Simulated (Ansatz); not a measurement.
Reaction (SMILES): CS (CH3-SH) + [H][H] (H2) → C (CH4) + S (H2S)
B3LYP-D3(BJ)/def2-TZVP geometries, fixed; electronic energies without zero-point terms.

Basis-set convergence of the energy of full hydrogenation at B3LYP with Ansatz (a quantum-chemistry and plane-wave program). Cartesian d functions, on some or all atoms, in 6-31G*, 6-31+G*, 6-311G**; all else is spherical. The program fits the integrals of some runs and decomposes those of others, by size. No added dispersion term, no relativity. Functions are those of the species that has most. Reference: the value in aug-pcseg-3, -20.87 kcal/mol, itself unsure by roughly 0.02 kcal/mol (its mean distance from aug-cc-pV(Q+d)Z, cc-pV(5+d)Z, def2-QZVPPD). Deviations are taken from unrounded values.

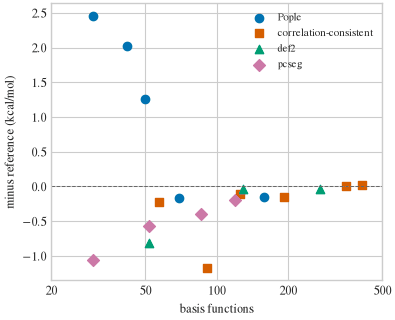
Fig. 1. Deviation from the reference against the number of basis functions, by family of sets.

```tsv
basis	functions	energy of full hydrogenation (kcal/mol)	minus reference (kcal/mol)
3-21G	30	-18.41	2.46
pcseg-0	30	-21.93	-1.06
6-31G*	42	-18.84	2.03
6-31+G*	50	-19.61	1.26
def2-SVP	52	-21.69	-0.82
pcseg-1	52	-21.45	-0.58
cc-pV(D+d)Z	57	-21.10	-0.23
6-311G**	69	-21.03	-0.16
aug-pcseg-1	86	-21.27	-0.40
aug-cc-pV(D+d)Z	91	-22.04	-1.17
pcseg-2	120	-21.07	-0.20
cc-pV(T+d)Z	125	-20.98	-0.11
def2-TZVPP	129	-20.90	-0.03
6-311++G(3df,3pd)	158	-21.03	-0.16
aug-cc-pV(T+d)Z	193	-21.02	-0.15
def2-QZVPPD	274	-20.90	-0.03
aug-cc-pV(Q+d)Z	353	-20.87	0.01
cc-pV(5+d)Z	411	-20.84	0.03
```
